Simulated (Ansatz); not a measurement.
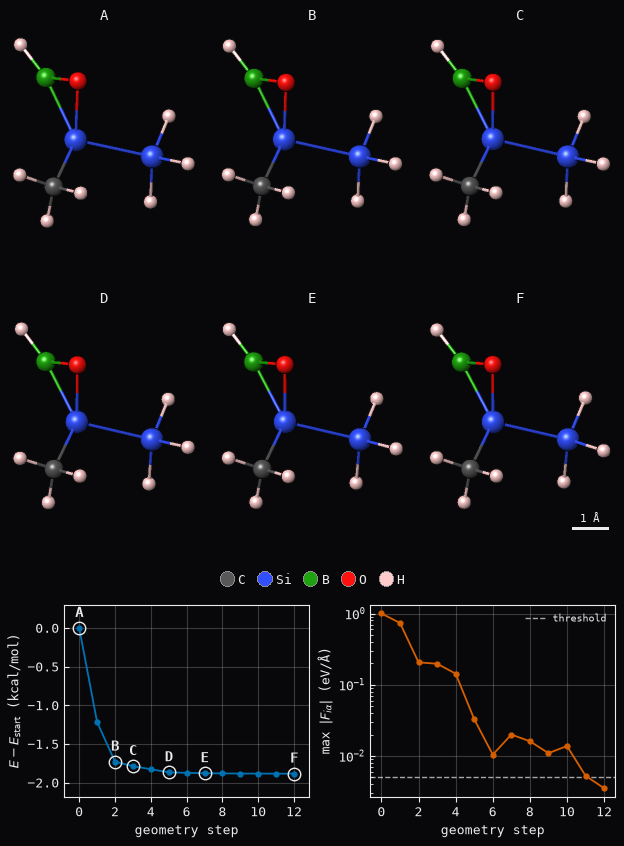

Frames of a relaxation of CH7BOSi2, marked on the history of the run. The picture is a ball-and-stick view, seen at a tilt.

The start comes from PBE-D4/def2-SVP.

Level of theory: Ansatz 0.2.0, RKS PBE0-D4/def2-TZVP. (force threshold 0.005 eV/Å; at most 150 steps)

Q: What happens along the run?

A: The energy falls by 1.88 kcal/mol in 12 geometry steps. The largest force component goes from 1 to 0.0035 eV/Å. The largest move after the best rigid fit is that of an H atom, 0.13 Å. By element the largest moves are H 0.13 Å, Si 0.08 Å, B 0.07 Å, O 0.04 Å, C 0.03 Å. Among the contacts that change: O–Si 1.849 → 1.765 Å, B–Si 1.938 → 1.906 Å, C–Si 1.889 → 1.867 Å, B–H 1.213 → 1.191 Å. Bond angles that change, for instance: Si–B–H 162.1° → 166.2°, Si–Si–O 107.9° → 110.8°, Si–B–O 65.8° → 63.1°. From step 0 to 2: the O atom moves most (0.05 Å), energy −1.73 kcal/mol. From step 2 to 3: the O atom moves most (0.04 Å), energy −0.06 kcal/mol. From step 3 to 5: an H atom moves most (0.02 Å), energy −0.08 kcal/mol. From step 5 to 7: an H atom moves most (0.04 Å), energy −0.01 kcal/mol. From step 7 to 12: an H atom moves most (0.06 Å), energy −0.01 kcal/mol.

```tsv
step	E − E(0), kcal/mol	largest force component, eV/Å
0	0.00	1.0018
1	-1.22	0.7371
2	-1.73	0.2064
3	-1.79	0.1972
4	-1.83	0.1432
5	-1.87	0.0328
6	-1.87	0.0104
7	-1.88	0.0200
8	-1.88	0.0161
9	-1.88	0.0109
10	-1.88	0.0138
11	-1.88	0.0053
12	-1.88	0.0035
```
